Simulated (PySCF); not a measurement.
# EPR calculation of C5H10NOS

The run: EPR calculation of C5H10NOS, multiplicity 2. Method and program: UKS B3LYP, pcH-1 on C H N O S, non-relativistic, mean-field spin-orbit, GIAO (PySCF 2.14.0).

It belongs to a series of runs on one base structure; here: H removed from sp3 C.

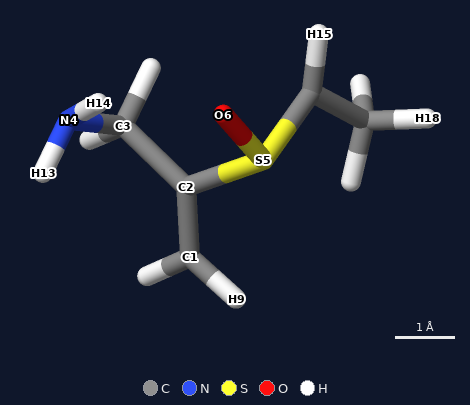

**Figure 1.** The structure as given in the input (stick view, seen at a tilt; atoms are numbered from 1 in the order of the input).

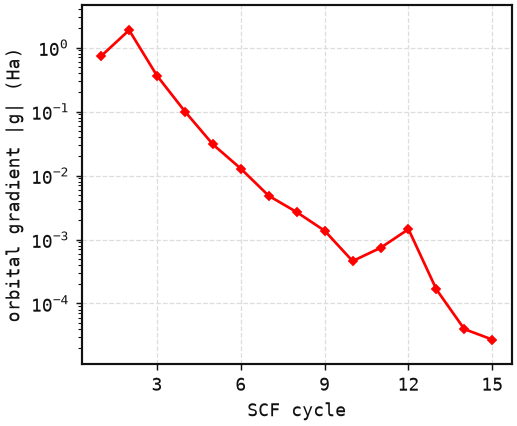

**Figure 2.** Convergence of the self-consistent field: orbital gradient |g| against the SCF cycle. All cycles printed in the log are drawn one after another.

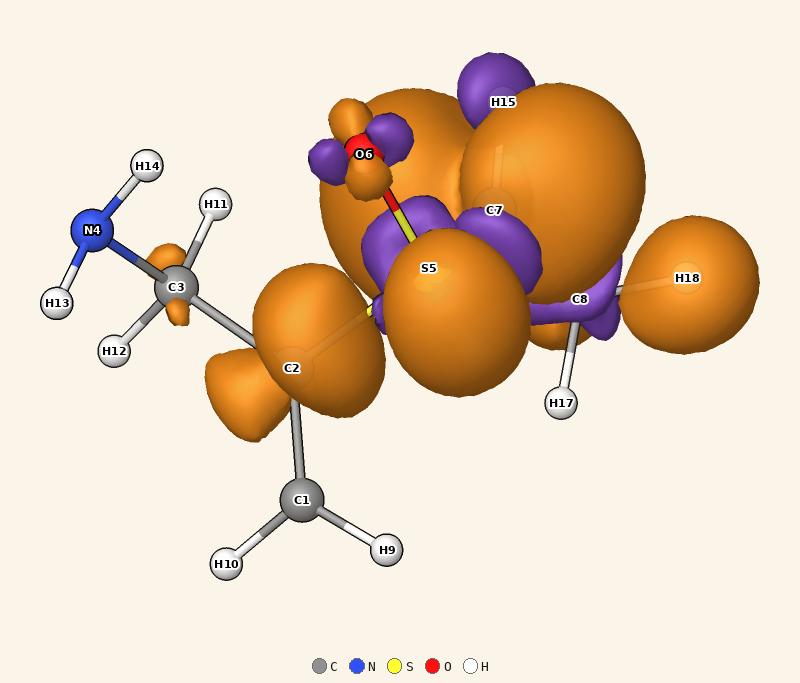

**Figure 3.** Isosurfaces of the spin density (α minus β) at +0.01 (orange) and −0.01 e/Å³ (purple), seen at a tilt. The unpaired spin (1 electron) lies mostly on C7 (about 0.6) and S5 (about 0.1), in electrons by Hirshfeld's partition.

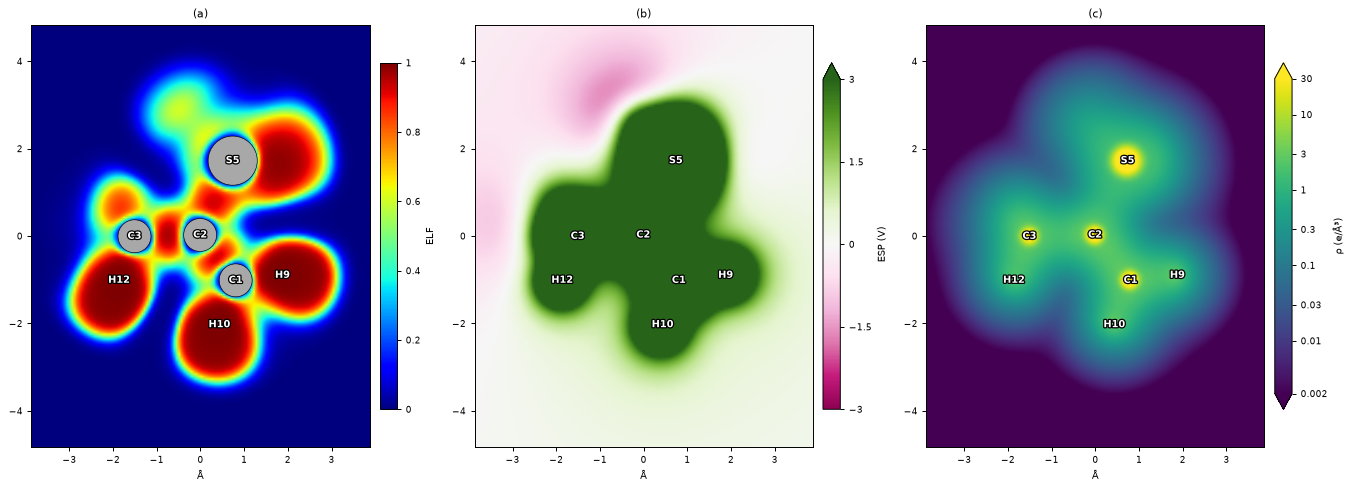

**Figure 4.** (a) electron localisation function; (b) molecular electrostatic potential; (c) electron density on the plane of atoms C1, C2 and S5. Grey discs, where drawn, cover atomic cores. Atoms in the plane: C, S and H. C–C (1.32 Å): ρ is about 2.4 e/Å³ halfway; the ELF peaks at about 0.90 between the atoms (a double or triple bond).

These pictures come from the run below.

Input file
```
{"job": {"kind": "epr", "basis": "pcH-1"}, "charge": 0, "multiplicity": 2}
C     -1.783279     0.375352    -0.866819
C     -0.870301     0.094625     0.041962
C     -0.597751     0.851404     1.312990
N     -1.101832     0.197703     2.503713
S      0.159152    -1.433483    -0.188323
O      0.350691    -2.002911     1.150577
C      1.630032    -0.598248    -0.596779
C      1.802982    -0.054951    -1.957819
H     -1.946335    -0.256715    -1.723882
H     -2.407113     1.253128    -0.795237
H      0.483885     0.969925     1.432750
H     -1.054180     1.845695     1.243824
H     -2.098547     0.026726     2.422483
H     -0.637752    -0.698985     2.619919
H      2.490839    -0.841647     0.004011
H      2.330647     0.900366    -1.920655
H      0.836738     0.096803    -2.434577
H      2.403364    -0.718470    -2.588971
```

The first line tells a small driver script what to run in PySCF; the rest is the geometry in Å.

Run as:
```bash
OMP_NUM_THREADS=1 python <driver script> task.json out
```

What the program printed
```
UKS, coarse grid
  cycle   1  E = -724.40443083  |g| = 7.36e-01
  cycle   2  E = -723.02221211  |g| = 1.87e+00
  cycle   3  E = -724.54234498  |g| = 3.62e-01
  cycle   4  E = -724.60437214  |g| = 1.00e-01
  cycle   5  E = -724.60895270  |g| = 3.06e-02
  cycle   6  E = -724.60937942  |g| = 1.28e-02
  cycle   7  E = -724.60948050  |g| = 4.81e-03
  cycle   8  E = -724.60949659  |g| = 2.68e-03
  cycle   9  E = -724.60950103  |g| = 1.37e-03
  cycle  10  E = -724.60950252  |g| = 4.60e-04
UKS, final grid
  cycle   1  E = -724.60954525  |g| = 7.41e-04
  cycle   2  E = -724.60954456  |g| = 1.45e-03
  cycle   3  E = -724.60954553  |g| = 1.66e-04
  cycle   4  E = -724.60954554  |g| = 3.98e-05
  cycle   5  E = -724.60954554  |g| = 2.73e-05
E = -724.60954554 Eh   <S^2> = 0.7557 (exact 0.7500)
g shifts (ppm)      1          2          3
  rmc          -148       -148       -148
  gc             22         22         38
  oz_so        -618        304       1767
  total        -744        179       1657
hyperfine (MHz)  atom isotope    a_iso     a_fc   dipolar eigenvalues
    0   13C      -3.15      -3.15     -1.12     -0.32      1.44
    1   13C      70.44      70.45     -8.76     -7.07     15.83
    2   13C      -0.82      -0.83     -1.77     -0.07      1.84
    3   14N       0.57       0.57     -0.16     -0.04      0.20
    4   33S      23.57      23.62     -9.78     -3.16     12.94
    5   17O       0.09       0.10     -5.34      0.29      5.04
    6   13C     108.50     108.47    -73.68    -72.81    146.49
    7   13C     -25.57     -25.59     -2.75      0.09      2.65
    8    1H       3.23       3.23     -1.48     -1.33      2.81
    9    1H       6.95       6.95     -1.57     -0.81      2.37
   10    1H      -0.92      -0.92     -5.01     -2.62      7.63
   11    1H       4.79       4.79     -1.82     -0.95      2.77
   12    1H       0.97       0.97     -0.92     -0.80      1.71
   13    1H      -0.08      -0.08     -1.45     -1.10      2.55
   14    1H     -54.56     -54.61    -34.49     -1.01     35.50
   15    1H      77.40      77.39     -5.23     -3.98      9.20
   16    1H       5.45       5.44     -4.04     -3.92      7.96
   17    1H     124.34     124.34     -4.84     -2.81      7.66
```

Summary

- outcome: converged
- total energy: −724.609546 hartree
- ⟨S²⟩: 0.756
- isotropic g: 2.0027
- hardware: 1 CPU thread, shared host
- wall time: 1.9 min
- peak memory: 1 GiB
